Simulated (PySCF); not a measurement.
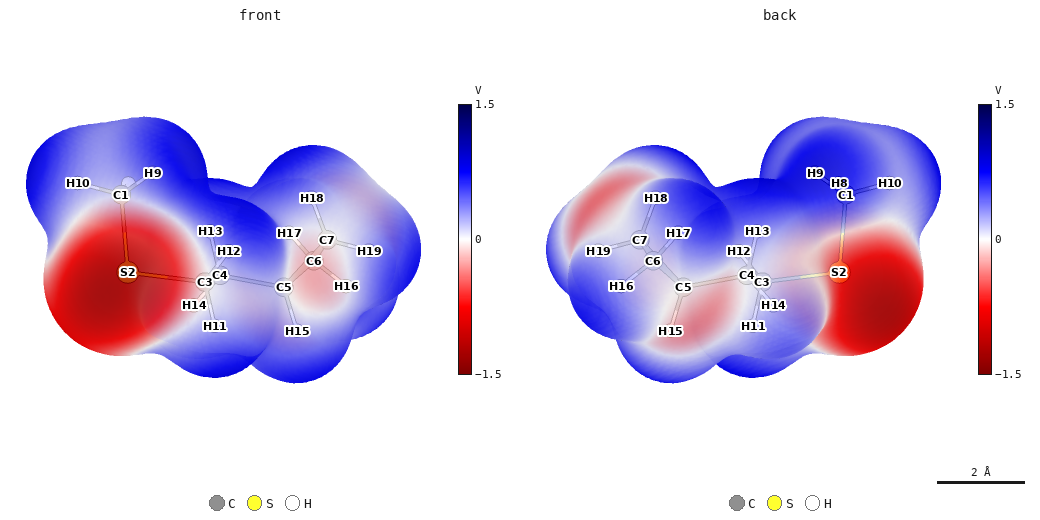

C$_{6}$H$_{12}$S (SMILES CSCCC1CC1). The electrostatic potential painted on the density surface at 0.002 e/bohr³, seen from the front and from behind; the colour scale runs from red (negative) to blue (positive).

Geometry: GFN2-xTB.

Method: PBE0/def2-SVPD, SCF density, gas phase in PySCF.

```yaml
atoms:
  - { symbol: C, position_ang: [3.0522, -0.4589, 0.3965] }
  - { symbol: S, position_ang: [2.5223, 0.1551, -1.2276] }
  - { symbol: C, position_ang: [0.8538, 0.7604, -0.8143] }
  - { symbol: C, position_ang: [-0.1433, -0.3633, -0.5648] }
  - { symbol: C, position_ang: [-1.5261, 0.1882, -0.3092] }
  - { symbol: C, position_ang: [-2.5106, -0.6093, 0.4911] }
  - { symbol: C, position_ang: [-1.9060, 0.6333, 1.0707] }
  - { symbol: H, position_ang: [2.4622, -1.3255, 0.6799] }
  - { symbol: H, position_ang: [2.9530, 0.3350, 1.1317] }
  - { symbol: H, position_ang: [4.0940, -0.7433, 0.2958] }
  - { symbol: H, position_ang: [0.5525, 1.3546, -1.6767] }
  - { symbol: H, position_ang: [0.9408, 1.4157, 0.0533] }
  - { symbol: H, position_ang: [0.1720, -0.9515, 0.2993] }
  - { symbol: H, position_ang: [-0.1595, -1.0240, -1.4356] }
  - { symbol: H, position_ang: [-1.9205, 0.7670, -1.1359] }
  - { symbol: H, position_ang: [-3.5494, -0.5905, 0.1997] }
  - { symbol: H, position_ang: [-2.1893, -1.5612, 0.8858] }
  - { symbol: H, position_ang: [-1.1783, 0.5201, 1.8603] }
  - { symbol: H, position_ang: [-2.5294, 1.5072, 1.1806] }
```

Q: Describe the electrostatic potential map.

A: The most negative region (about −1.3 V, or −30 kcal/mol for a unit charge) lies over S2, the most positive (about +0.9 V, or +21 kcal/mol for a unit charge) over the H atoms.
